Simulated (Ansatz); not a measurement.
Given this structure, coordinates from a relaxation with DFT PBEsol, scalar-relativistic, plane waves, PAW (Ansatz); the starting structure was generated, so it need not be a known form of this composition, written in its standard cell:

```cif
data_structure
_symmetry_space_group_name_H-M 'Fm-3m'
_symmetry_Int_Tables_number 225
_cell_length_a 5.0822
_cell_length_b 5.0822
_cell_length_c 5.0822
_cell_angle_alpha 90.000
_cell_angle_beta 90.000
_cell_angle_gamma 90.000
_cell_volume 131.27
loop_
_atom_site_label
_atom_site_type_symbol
_atom_site_symmetry_multiplicity
_atom_site_Wyckoff_symbol
_atom_site_fract_x
_atom_site_fract_y
_atom_site_fract_z
_atom_site_occupancy
Ag1 Ag 4 a 0.00000 0.00000 0.00000 1
O1 O 8 c 0.25000 0.75000 0.75000 1
```

**What does the kinematic electron diffraction pattern along [001] look like at 100 kV (B = 0.8 Å²)?**

The spots form a square net with both shortest vectors at d = 2.54 Å, 90.0° apart. They are 2 0 0 and 0 2 0. The pattern has symmetry 4mm. The lattice centring (F) removes all reflections that break h + k = 2n, h + l = 2n.

Strongest reflections with d > 0.80 Å, one of each family (|F|² from tabulated Gaussian fits of the electron scattering factors, times a small damping for the curvature of the Ewald sphere):

| hkl | d (Å) | I (strongest = 100) |
| --- | --- | --- |
| 2 2 0 | 1.797 | 100 |
| 4 0 0 | 1.271 | 43 |
| 2 0 0 | 2.541 | 16 |
| 4 4 0 | 0.898 | 13 |
| 6 2 0 | 0.804 | 8 |
| 4 2 0 | 1.136 | 3 |

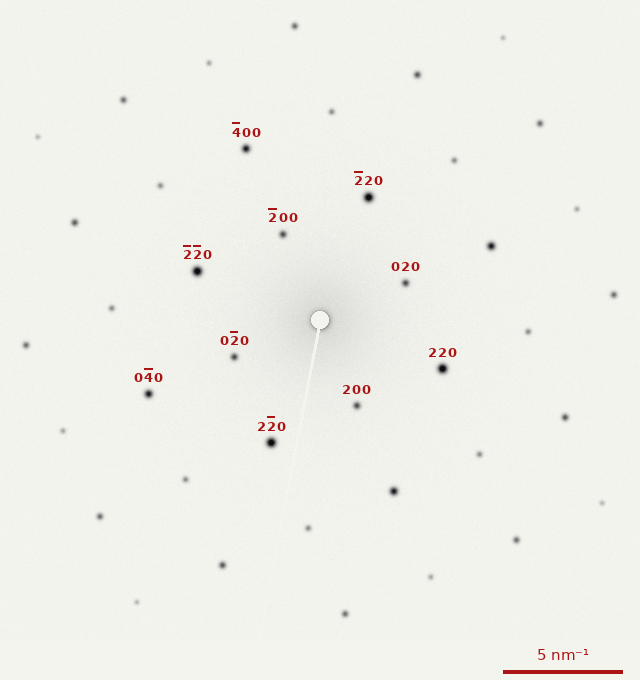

Calculated pattern, seen from the source side with [001] pointing towards the source.
